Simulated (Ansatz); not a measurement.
## Electronic structure of C2H8OSi (SMILES CC[SiH2]O) in real space

```yaml
atoms:
  - { symbol: C, position_ang: [-0.8148, 0.8445, -1.4969] }
  - { symbol: C, position_ang: [-0.7096, -0.2847, -0.4672] }
  - { symbol: O, position_ang: [-3.5835, -0.3240, 0.1631] }
  - { symbol: Si, position_ang: [-2.2883, -1.2866, -0.2810] }
  - { symbol: H, position_ang: [-1.6229, 1.5477, -1.2337] }
  - { symbol: H, position_ang: [0.1156, 1.4310, -1.5663] }
  - { symbol: H, position_ang: [-1.0322, 0.4551, -2.5058] }
  - { symbol: H, position_ang: [0.1095, -0.9797, -0.7316] }
  - { symbol: H, position_ang: [-0.4479, 0.1239, 0.5260] }
  - { symbol: H, position_ang: [-2.5791, -1.9806, -1.5806] }
  - { symbol: H, position_ang: [-2.1378, -2.2942, 0.8056] }
  - { symbol: H, position_ang: [-3.9903, 0.1999, -0.5355] }
```

Geometry: r2SCAN-D4/def2-SVP.

Level of theory: isolated molecule in a Gaussian basis; Kohn-Sham density functional theory, functional PBE0 in Ansatz.

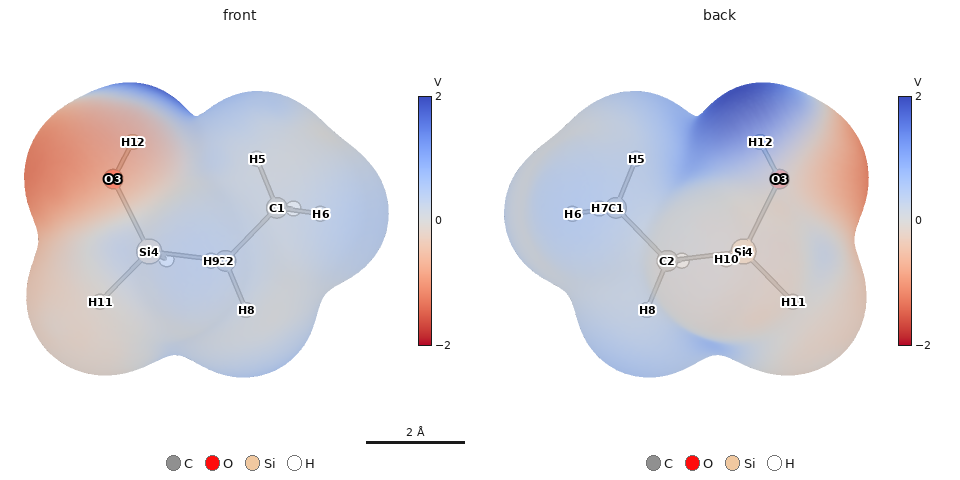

Figure 1. The electrostatic potential painted on the density surface at 0.001 e/bohr³, seen from the front and from behind; the colour scale runs from red (negative) to blue (positive).

Which sites attract a positive test charge, and which a negative one?

Answer. A positive charge is drawn to the negative regions and a negative charge to the positive ones. The most negative region (about −1.2 V) lies over O3, the most positive (about +1.9 V) over H12. O3 is the likeliest acceptor of a hydrogen bond.

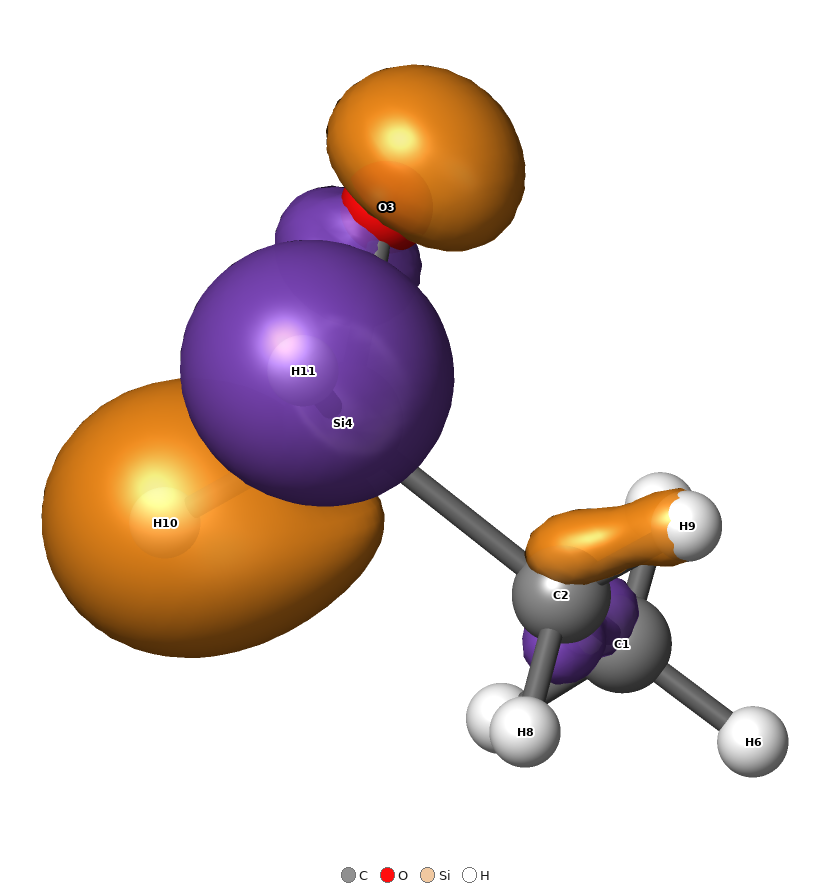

Figure 2. The HOMO−1 at ±0.15 Å⁻³ᐟ² (orange and purple are the two phases), seen at an oblique angle.

What is the character of this orbital?

Answer. It lies mainly on Si4 (about 30 %), H10 (about 25 %), H11 (about 20 %) and O3 (about 20 %). Its energy is −8.98 eV.

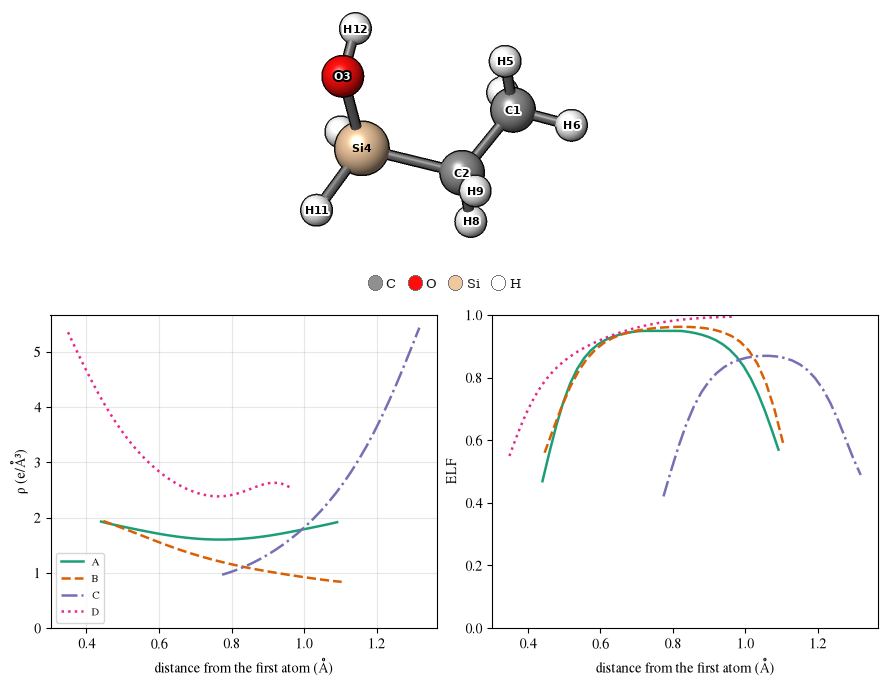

Figure 3. Electron density and electron localisation function along straight lines between neighbouring atoms. The curves leave out the atomic cores. The structure is drawn too.

Which curve belongs to which contact (C–C, C–Si, O–H and Si–O)? The first atom named is at distance zero.

Answer. Curve A: C–C (1.53 Å): ρ at the midpoint is about 1.6 e/Å³; the ELF peaks at about 0.95 between the atoms, as expected for a shared electron pair. Curve B: C–Si (1.88 Å): the density is about 0.98 e/Å³ at the midpoint; the ELF peaks at about 0.95 between the atoms, as expected for a covalent bond. Curve C: Si–O (1.67 Å): ρ is about 1.1 e/Å³ halfway; the ELF peaks at about 0.85 between the atoms (a polar covalent bond). Curve D: O–H (0.96 Å): the density is about 3.7 e/Å³ at the midpoint; the ELF climbs to about 1 towards the hydrogen, as it does in any bond to H; a covalent bond by its length.
